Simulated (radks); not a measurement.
Atomic calculation, with input and output: Kr

- system: the neutral krypton atom in the configuration [Ar] 3d10 4s2 4p6.
- method: scalar-relativistic Kohn-Sham, BLYP, spin-polarised, spherical densities, finite nucleus (the in-house radial solver radks)

**Output**
```
1s      1   1.0000        -520.42736068
2s      1   1.0000         -68.52831548
2p      1   3.0000         -60.60113450
3s      1   1.0000          -9.68782749
3p      1   3.0000          -7.16491403
3d      1   5.0000          -2.98771082
4s      1   1.0000          -0.84287068
4p      1   3.0000          -0.33414851
1s      2   1.0000        -520.42736068
2s      2   1.0000         -68.52831548
2p      2   3.0000         -60.60113450
3s      2   1.0000          -9.68782749
3p      2   3.0000          -7.16491403
3d      2   5.0000          -2.98771082
4s      2   1.0000          -0.84287068
4p      2   3.0000          -0.33414851
Etot -2790.6896204989835
Ekin 2854.622837385332
Encl -6730.502814031861
Eh 1182.1071022887586
Exc -96.91674614121293
err 1.2608947017752469e-09
it 16
```

**Orbitals**

```csv
orbital,occupation,energy (eV),⟨r⟩ (bohr),outer maximum (bohr)
1s up,1,−14161.5,0.04149,0.0271
1s down,1,−14161.5,0.04149,0.0271
2s down,1,−1864.8,0.1835,0.154
2s up,1,−1864.8,0.1835,0.154
2p up,3,−1649.0,0.1601,0.123
2p down,3,−1649.0,0.1601,0.123
3s down,1,−263.619,0.5305,0.467
3s up,1,−263.619,0.5305,0.467
3p up,3,−194.967,0.5408,0.463
3p down,3,−194.967,0.5408,0.463
3d up,5,−81.300,0.5561,0.411
3d down,5,−81.300,0.5561,0.411
4s down,1,−22.936,1.569,1.34
4s up,1,−22.936,1.569,1.34
4p up,3,−9.093,1.952,1.55
4p down,3,−9.093,1.952,1.55
```

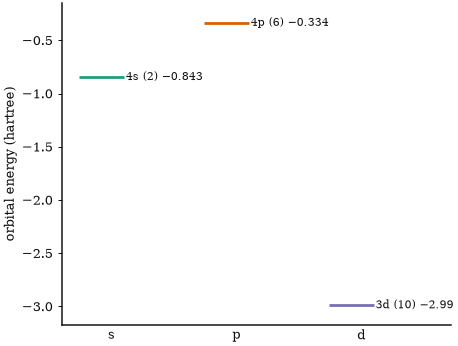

*The outer levels are drawn (occupations in brackets).*

The highest occupied level is 4p at −0.334 hartree. From the top down the occupied levels run 4p (−0.334 hartree), 4s (−0.843 hartree), 3d (−2.99 hartree). The measured ionisation energy (NIST) is 14.0 eV; minus the highest level, 9.09 eV, lies 35 % below it, as is usual for a semilocal functional, whose potential decays too fast.

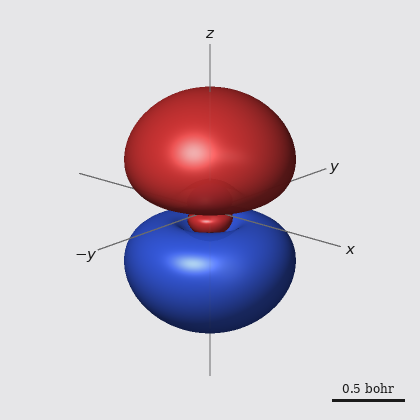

*The 3p(z) orbital. The radial function comes from the spherical calculation and is multiplied by a real spherical harmonic; the overall sign is chosen so that the largest lobe of P(r) is positive; at the scalar-relativistic level it is the large component. The surface of constant |ψ| that holds about 85 % of the electron is drawn, red where ψ is positive and blue where it is negative.*

It has the nodal plane xy and 1 radial node, at r = 0.200 bohr. The outermost maximum of P² lies at 0.463 bohr, ⟨r⟩ = 0.541 bohr, 90 % of the charge lies within 0.825 bohr, and the eigenvalue is −195.0 eV, with 6 electrons in the shell.

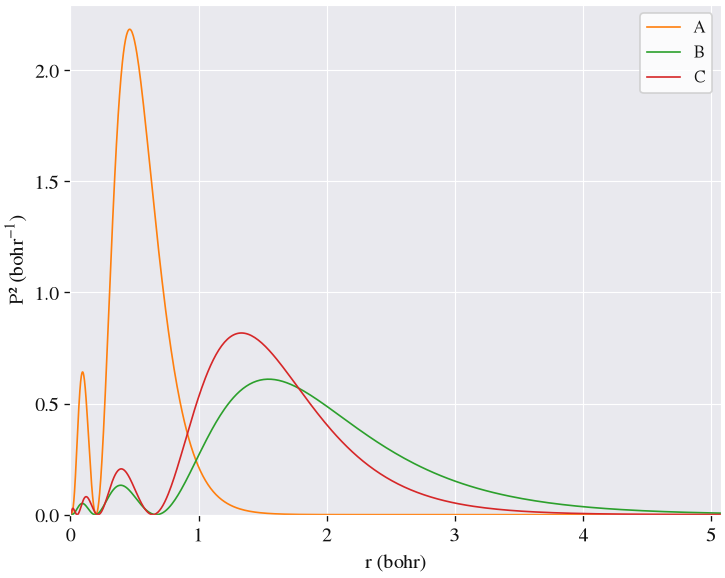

*The radial probability densities P² of 4p, 4s and 3p.*

A is 3p; B is 4p; C is 4s. 3p: outer maximum at 0.463 bohr, ⟨r⟩ = 0.541 bohr, 1 node, eigenvalue −195.0 eV; 4s: outer maximum at 1.34 bohr, ⟨r⟩ = 1.57 bohr, 3 nodes, eigenvalue −22.9 eV; 4p: outer maximum at 1.55 bohr, ⟨r⟩ = 1.95 bohr, 2 nodes, eigenvalue −9.09 eV.

**Input file**
```
Z 36
configuration [Kr]
relativity scalar-relativistic
functional b88,lyp
spin polarised
nucleus finite rms 4.1884 fm
c 137.035999084
```

Energies in input and log are in hartree, lengths in bohr (the nuclear radius in fm).

**Key numbers**

```tsv
quantity	value
outcome	converged
total energy	−2790.6896 hartree
kinetic energy	2854.6228 hartree
electron–nucleus energy	−6730.5028 hartree
Hartree energy	1182.1071 hartree
exchange–correlation energy	−96.916746 hartree
radius at density 0.001 e/bohr³	4.06 bohr
SCF iterations	16
hardware	1 CPU thread, shared host
```
